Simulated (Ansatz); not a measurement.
# bond stretched by 2.5 Å, between Ir atomic chains under bias, part 2 of 2

Wanted: I(V), the voltage drop and T(E, V).

Ansatz 0.2.0; DFT PBE, plane waves, PAW; current against voltage, self-consistent under bias.

So far: The starting structure; The sweep under bias.

## Step 2: The sweep under bias (continued)

Bias 0.6 V. Transmission and channels at 0.6 V against energy, zero at the mean Fermi level:

```
energy (eV)  transmission, up  transmission, down  channels left up  channels left dn  channels right up  channels right dn
     -0.491            0.0968              0.0708                 6                 6                  4                  6
     -0.388             0.101              0.0770                 6                 6                  4                  6
     -0.310             0.105              0.0818                 6                 6                  4                  6
     -0.207             0.109              0.0888                 6                 6                  4                  6
     -0.103             0.113              0.0972                 6                 6                  4                  6
      0.000             0.117               0.106                 6                 6                  4                  4
      0.103             0.120               0.116                 4                 6                  4                  4
      0.207             0.124               0.127                 4                 6                  4                  4
      0.310             0.129               0.135                 4                 6                  4                  4
      0.388             0.133               0.139                 4                 6                  4                  4
      0.491             0.139               0.143                 4                 6                  3                  4
```

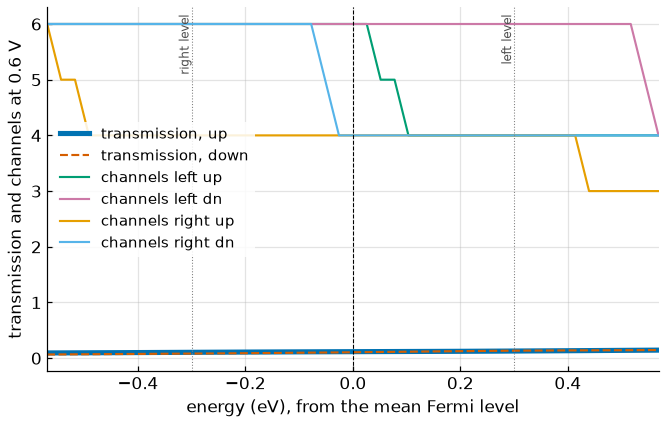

Transmission and channels at 0.6 V against energy.

Bias 1.5 V. Table of transmission and channels at 1.5 V by energy, zero at the mean Fermi level:

```
energy (eV)  transmission, up  transmission, down  channels left up  channels left dn  channels right up  channels right dn
    -1.0082            0.0583              0.0350                 4                 4                  6                  6
    -0.7497            0.0711              0.0496                 6                 4                  4                  6
    -0.4912            0.0910              0.0693                 6                 6                  4                  4
    -0.2585             0.101              0.0875                 6                 6                  4                  4
     0.0000             0.115               0.100                 6                 6                  3                  4
     0.2585             0.132               0.112                 6                 6                  3                  4
     0.4912             0.144               0.123                 6                 6                  3                  3
     0.7497             0.159               0.150                 4                 6                  3                  3
     1.0082             0.179               0.182                 4                 4                  3                  3
```

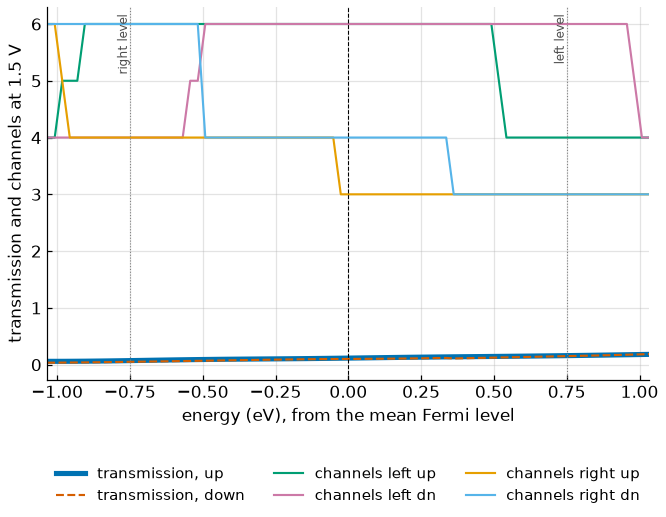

Transmission and channels at 1.5 V against energy.

Hartree potential energy less that at 0 V, planar mean against z:

```
z (Å)  0.3 V (eV)  0.6 V (eV)  1 V (eV)  1.5 V (eV)
    0       0.146       0.292     0.488       0.732
   10       0.148       0.296     0.495       0.744
   20       0.145       0.289     0.482       0.723
   30       0.146       0.291     0.483       0.724
   40       0.107       0.214     0.360       0.543
   50      -0.146      -0.292    -0.489      -0.734
   60      -0.147      -0.294    -0.489      -0.736
   70      -0.147      -0.295    -0.492      -0.737
   80      -0.148      -0.297    -0.495      -0.742
```

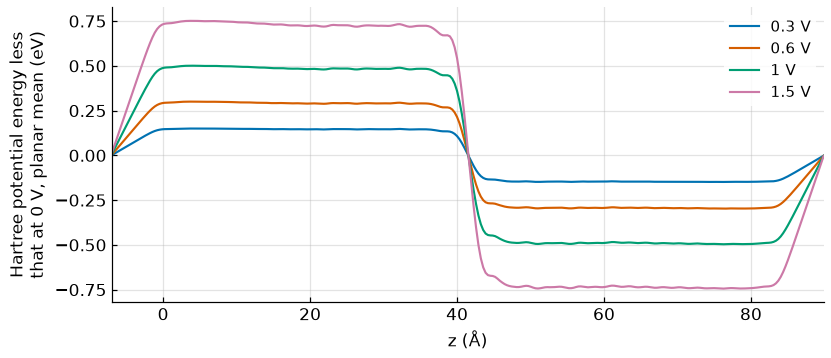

Hartree potential energy less that at 0 V, planar mean, plotted against z.

The electron density less that at 0 V, planar mean (0.3 V) oscillates, so the rows of the table below give means over windows of 10 Å about each position, cut where the curve ends. Its first 14 maxima inside the range that stand out by 2 % of the span (Å: e/Å³): -0.8: 6.6e-5, 2.8: 6.9e-6, 7.0: 7.1e-6, 9.2: 9.0e-6, 11.5: 1.2e-5, 13.8: 1.6e-5, 16.0: 1.6e-5, 18.3: 1.6e-5, 20.6: 1.8e-5, 23.2: 2.6e-5, 25.4: 2.2e-5, 27.0: 1.5e-5, 29.6: 1.0e-5, 32.2: 4.4e-5. Its first 14 minima: 1.1: -9.9e-6, 5.7: -6.3e-6, 7.9: -7.2e-6, 10.5: -1.1e-5, 12.8: -9.8e-6, 15.1: -1.5e-5, 17.3: -1.3e-5, 19.6: -1.8e-5, 21.9: -2.7e-5, 23.8: -7.7e-6, 26.4: -3.4e-5, 29.0: -1.6e-5, 30.9: -2.5e-5, 33.5: -3.5e-5.

Electron density less that at 0 V, planar mean against z; means over each step:

```
z (Å)  0.3 V (e/Å³)  0.6 V (e/Å³)  1 V (e/Å³)  1.5 V (e/Å³)
    0        1.4e-5        2.7e-5      4.5e-5        6.8e-5
   10       -2.6e-7       -3.6e-7     -2.5e-7       -3.3e-7
   20        5.0e-8       -1.4e-7      7.7e-8        2.1e-7
   30       -1.0e-7        1.3e-7     -5.6e-7       -1.4e-6
   40        1.4e-6        2.9e-6      5.6e-6        8.8e-6
   50       -5.7e-7       -1.2e-6     -2.9e-6       -4.6e-6
   60       -1.2e-6       -2.9e-6     -4.0e-6       -5.8e-6
   70        4.3e-7        1.3e-6      1.8e-6        2.7e-6
   80       -1.2e-5       -2.4e-5     -4.1e-5       -6.1e-5
```

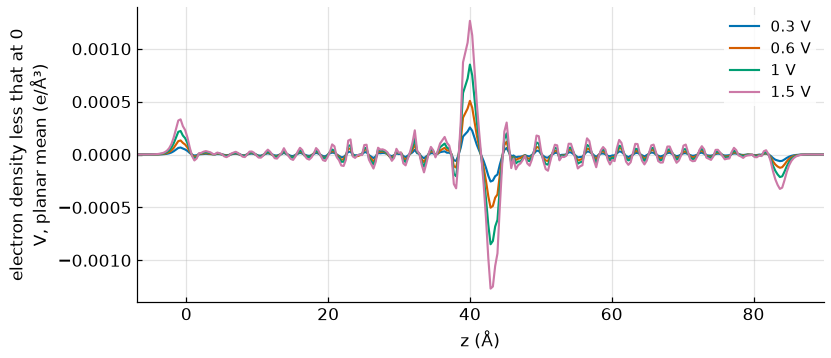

Electron density less that at 0 V, planar mean against z.

By hand: at 1.5 V the window reaches from -0.75 to 0.75 eV, and the mean transmission a spin over it is 0.107. With sharp Fermi edges I = G0 × V × T̄ = 77.48 μS × 1.5 V × 0.107 = 12.5 μA, against 12.5 μA from the program at 300 K.

The zero-bias conductance is 0.112 G₀; current over voltage goes 0.112 at +0.3 V, 0.112 at +0.6 V, 0.111 at +1 V and 0.107 at +1.5 V in the same unit. The leads' misfit reaches 101 meV.

## Step 3: Summary of results

| Property | Result |
| --- | --- |
| conductance at zero bias | 0.112 G₀ |
| current at +0.3 V | 2.60 μA |
| current at +0.6 V | 5.20 μA |
| current at +1 V | 8.57 μA |
| current at +1.5 V | 12.5 μA |

**Reading.** The junction conducts 0.112 G₀ at zero bias and carries 12.5 μA at 1.50 V. At 1.50 V the current is 0.96 times what the zero-bias conductance would give; over all biases of the sweep that ratio lies between 0.96 and 1.0, so the junction is nearly ohmic. Of the 1.50 V, 1.46 V drops at the junction and the rest at the reservoirs. The leads' misfit reaches 101 meV, above the few hundredths of an eV that the manual allows, so the currents are rough. A wire screens slowly, so the current depends on the leads' length and the box width; neither was converged here. Transport is coherent and elastic here: the atoms are frozen, so scattering by vibrations plays no part. Spin-orbit coupling is left out, which matters for the bands of heavy atoms. A cutoff under the files' recommended one was taken to save time; its effect on T(E) was not tested here.

[Logs are printed without paths, hosts, clocks, repeated set-up lines and the standing remarks that a program may print on its own settings, such as how far it seeks lower states.]

[Hosts, paths, dates, database ids (printed as entryN), source tags and the programs' standing remarks are cut or masked in the printed files.]
